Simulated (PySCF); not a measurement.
**B2PLYP/STO-6G run of [SiF3]− (SMILES F[Si-](F)F)**

What is the vertical ionisation energy of [SiF3]− at B2PLYP/STO-6G? The job is set up through a Python script.

Program for the calculation: PySCF 2.14.0.

7 further runs of the same task are left out: 7 set aside as unsound or not needed.

## Step 1: The molecule

The species is [SiF3]− (4 atoms), meant as a singlet with charge -1. SMILES: `F[Si-](F)F`. Geometry: relaxed at GFN2-xTB.

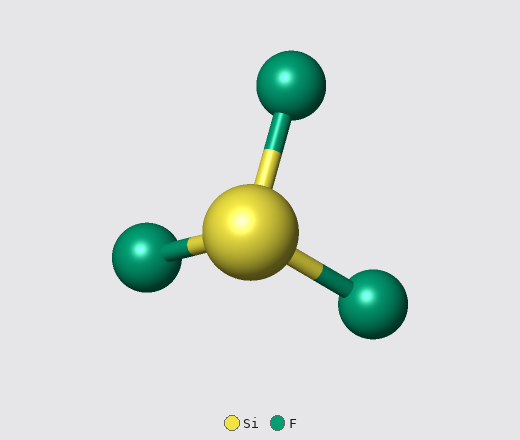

The structure, seen from a chosen angle (silicon yellow, fluorine teal).

## Step 2: A single-point energy at B2PLYP/STO-6G

Input file run.py:

```python
from pyscf import gto, dft, mp

system = gto.Mole()
system.atom = '''
Si  -0.004470   0.005770   0.685050
F    1.428310  -0.030960  -0.216950
F   -0.687310   1.250250  -0.242810
F   -0.736530  -1.225060  -0.225300
'''
system.basis = 'sto-6g'
system.verbose = 3
system.spin = 0
system.charge = -1
system.max_memory = 1860
system.build()

myscf = dft.RKS(system)
myscf.xc = '0.53*HF + 0.47*B88, 0.73*LYP'
myscf.conv_tol = 1e-10
myscf.grids.level = 5
myscf.kernel()
if not myscf.converged:
    myscf = myscf.newton().run(myscf.mo_coeff, myscf.mo_occ)

pt = mp.MP2(myscf, frozen=8).run()
energy = myscf.e_tot + 0.27 * pt.e_corr
print('PT2 part  %.8f' % (0.27 * pt.e_corr))
print('Final energy', energy)
```

Started as:

```
OMP_NUM_THREADS=1 python run.py
```

Log:

```text
converged SCF energy = -585.795002090288
E(RMP2) = -585.886664064747  E_corr = -0.0916619744594138
E(SCS-RMP2) = -585.891407029343  E_corr = -0.09640493905484
PT2 part  -0.02474873
Final energy -585.8197508233917
```

Run time: 4.2 s. Hardware: 1 thread of Arm Neoverse V1, shared host; peak memory 0.22 GiB.

## Step 3: Doublet neutral SiF3, same level

Input file run.py:

```python
from pyscf import gto, dft, mp

mol = gto.M(
    atom=[
    ('Si', (-0.004470, 0.005770, 0.685050)),
    ('F', (1.428310, -0.030960, -0.216950)),
    ('F', (-0.687310, 1.250250, -0.242810)),
    ('F', (-0.736530, -1.225060, -0.225300)),
],
    max_memory=1860,
    verbose=4,
    basis='sto-6g',
    spin=1,
    charge=0,
)

myscf = dft.UKS(mol, xc='0.53*HF + 0.47*B88, 0.73*LYP')
myscf.conv_tol = 1e-10
myscf.grids.level = 5
myscf.kernel()
if not myscf.converged:
    myscf = myscf.newton().run(myscf.mo_coeff, myscf.mo_occ)

pt = mp.MP2(myscf, frozen=8).run()
e_final = myscf.e_tot + 0.27 * pt.e_corr
print('PT2 part  %.8f' % (0.27 * pt.e_corr))
print('E(%s) = %.9f' % ('B2PLYP', e_final))
```

Started as:

```
OMP_NUM_THREADS=1 python run.py
```

Log:

```text
PySCF version 2.14.0

[INPUT] num. atoms = 4
[INPUT] num. electrons = 41
[INPUT] charge = 0
[INPUT] spin (= nelec alpha-beta = 2S) = 1
[INPUT] symmetry False subgroup None
[INPUT] Mole.unit = angstrom
[INPUT] Symbol           X                Y                Z      unit          X                Y                Z       unit  Magmom
[INPUT]  1 Si    -0.004470000000   0.005770000000   0.685050000000 AA   -0.008447075777   0.010903719739   1.294556881633 Bohr   0.0
[INPUT]  2 F      1.428310000000  -0.030960000000  -0.216950000000 AA    2.699114720978  -0.058505920817  -0.409976082724 Bohr   0.0
[INPUT]  3 F     -0.687310000000   1.250250000000  -0.242810000000 AA   -1.298827662675   2.362630087237  -0.458844400306 Bohr   0.0
[INPUT]  4 F     -0.736530000000  -1.225060000000  -0.225300000000 AA   -1.391839982526  -2.315027886160  -0.425755295865 Bohr   0.0

nuclear repulsion = 169.961164030421
number of shells = 14
number of NR pGTOs = 144
number of NR cGTOs = 24
basis = sto-6g
ecp = {}

******** <class 'pyscf.dft.uks.UKS'> ********
method = UKS
initial guess = minao
damping factor = 0
level_shift factor = 0
DIIS = <class 'pyscf.scf.diis.CDIIS'>
diis_start_cycle = 1
diis_space = 8
diis_damp = 0
SCF conv_tol = 1e-10
SCF conv_tol_grad = None
SCF max_cycles = 50
direct_scf = True
direct_scf_tol = 1e-13
number electrons alpha = 21  beta = 20
XC library pyscf.dft.libxc version 7.0.0
    S. Lehtola, C. Steigemann, M. J.T. Oliveira, and M. A.L. Marques.,  SoftwareX 7, 1–5 (2018)
XC functionals = 0.53*HF + 0.47*B88, 0.73*LYP
    A. D. Becke.,  Phys. Rev. A 38, 3098 (1988)
    C. Lee, W. Yang, and R. G. Parr.,  Phys. Rev. B 37, 785 (1988)
    B. Miehlich, A. Savin, H. Stoll, and H. Preuss.,  Chem. Phys. Lett. 157, 200 (1989)
radial grids:
    Treutler-Ahlrichs [JCP 102, 346 (1995); DOI:10.1063/1.469408] (M4) radial grids

becke partition: Becke, JCP 88, 2547 (1988); DOI:10.1063/1.454033
pruning grids: <function nwchem_prune>
grids dens level: 5
symmetrized grids: False
atomic radii adjust function: <function treutler_atomic_radii_adjust>
small_rho_cutoff = 0
Set gradient conv threshold to 1e-05
tot grids = 175192
init E= -585.747585736061
[... the frontier-level lines of each cycle are left out ...]


cycle= 1 E= -585.652756016081  delta_E= 0.0948  |g|= 0.464  |ddm|= 1.77
cycle= 2 E= -585.724831145286  delta_E= -0.0721  |g|= 0.458  |ddm|= 1.54
cycle= 3 E= -585.887786242845  delta_E= -0.163  |g|= 0.0218  |ddm|= 0.668
cycle= 4 E= -585.88872018096  delta_E= -0.000934  |g|= 0.00597  |ddm|= 0.0719
cycle= 5 E= -585.888814492874  delta_E= -9.43e-05  |g|= 0.00231  |ddm|= 0.0251
cycle= 6 E= -585.888825406872  delta_E= -1.09e-05  |g|= 0.0013  |ddm|= 0.00798
cycle= 7 E= -585.888829083242  delta_E= -3.68e-06  |g|= 0.000351  |ddm|= 0.0053
cycle= 8 E= -585.888829393073  delta_E= -3.1e-07  |g|= 5.6e-05  |ddm|= 0.00168
cycle= 9 E= -585.88882940456  delta_E= -1.15e-08  |g|= 1.56e-05  |ddm|= 0.000315
cycle= 10 E= -585.888829405341  delta_E= -7.81e-10  |g|= 5.07e-06  |ddm|= 7.74e-05
cycle= 11 E= -585.88882940543  delta_E= -8.87e-11  |g|= 2.01e-06  |ddm|= 2.94e-05
Extra cycle  E= -585.888829405437  delta_E= -6.82e-12  |g|= 1.33e-06  |ddm|= 6.49e-06
converged SCF energy = -585.888829405437  <S^2> = 0.76453938  2S+1 = 2.0144869

******** <class 'pyscf.mp.ump2.UMP2'> ********
nocc = (np.int64(13), np.int64(12)), nmo = (16, 16)
frozen orbitals 8
E(UMP2) = -586.020952999986  E_corr = -0.132123594549744
E(SCS-UMP2) = -586.021080642732  E_corr = -0.132251237295406
E_corr(same-spin) = -0.0303427801895612
E_corr(oppo-spin) = -0.101780814360183
PT2 part  -0.03567337
E(B2PLYP) = -585.924502776
```

It took 7.5 s on 1 thread of Arm Neoverse V1, shared host; peak memory 0.23 GiB.

## Step 4: Results

Level: B2PLYP/STO-6G, 8 core orbitals frozen.

| quantity | value |
| --- | --- |
| singlet [SiF3]−: total energy | -585.81975 Eh |
| singlet [SiF3]−: HOMO energy (SCF part's orbitals) | 4.67 eV |
| singlet [SiF3]−: LUMO energy (SCF part's orbitals) | 18.27 eV |
| singlet [SiF3]−: HOMO–LUMO gap (to an unbound level, set by the basis) | 13.60 eV |
| doublet neutral SiF3: total energy | -585.92450 Eh |
| doublet neutral SiF3: dipole moment (SCF part) | 2.42 D |
| doublet neutral SiF3: HOMO energy (SCF part's orbitals) (highest over α and β) | -5.91 eV |
| doublet neutral SiF3: LUMO energy (SCF part's orbitals) (lowest over α and β) | 0.47 eV |
| doublet neutral SiF3: ⟨S²⟩ | 0.765 |
| vertical detachment energy (to the doublet neutral) | -2.850 eV |

What this shows: The species is unbound against losing an electron at this level, by 2.85 eV (−66 kcal/mol); missing correlation or diffuse functions can give that sign where the real anion is bound. In a minimal basis such a difference can be off by several eV, whatever the method. Mulliken charges (singlet [SiF3]−) run from -0.43 on F4 to +0.30 on Si1; they depend strongly on the basis. The HOMO (singlet [SiF3]−) lies at positive energy, 4.67 eV; only total energies tell whether the electron is bound.
